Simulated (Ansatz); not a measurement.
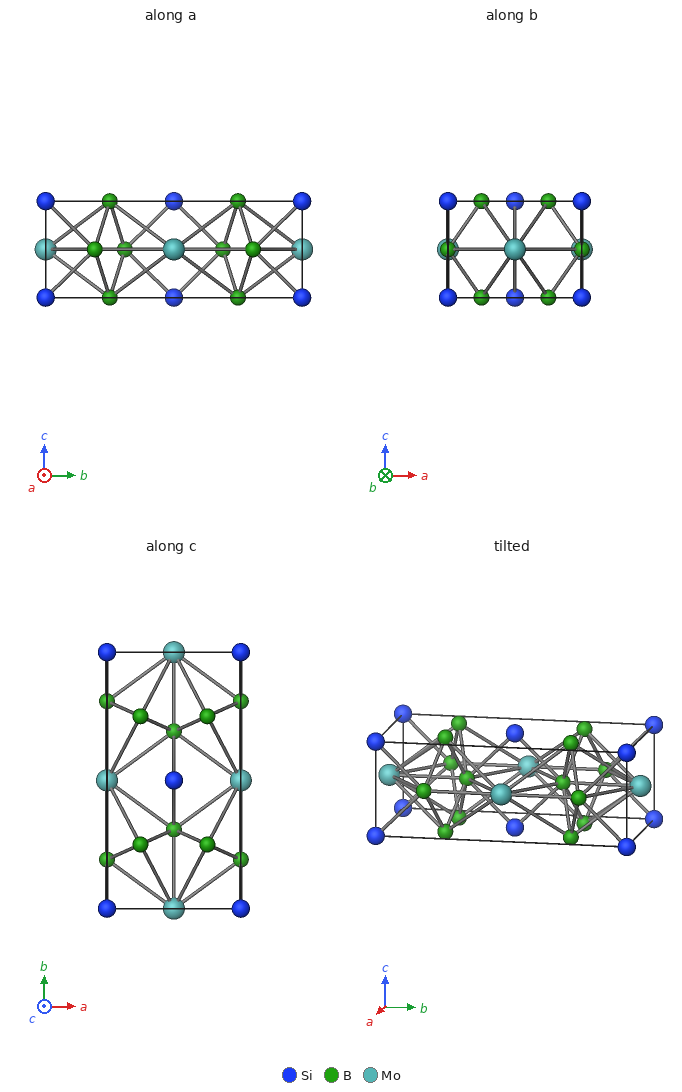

Ball-and-stick drawing of the structure, looking along the a axis, along the b axis, along the c axis and slightly off an axis. The conventional unit cell is drawn as a box.

Lattice parameters: a = 4.192 Å, b = 8.030 Å, c = 3.019 Å, α = 90.00°, β = 90.00°, γ = 90.00°.

### Turn the picture into a table of Wyckoff sites, with free fractional coordinates to two decimals.

Space group Cmmm (No. 65).
```
atom  site     x     y     z
  Si    2a  0.00  0.00  0.00
   B    4j  0.50  0.31  0.50
   B    4e  0.25  0.25  0.00
  Mo    2c  0.50  0.00  0.50
```

It goes back to a structure type filled with these elements by a generator (whether the compound takes this form wasn't checked). Earlier steps of the study may have refined or changed the cell and positions. Ansatz was used for an electronic-structure calculation on it.
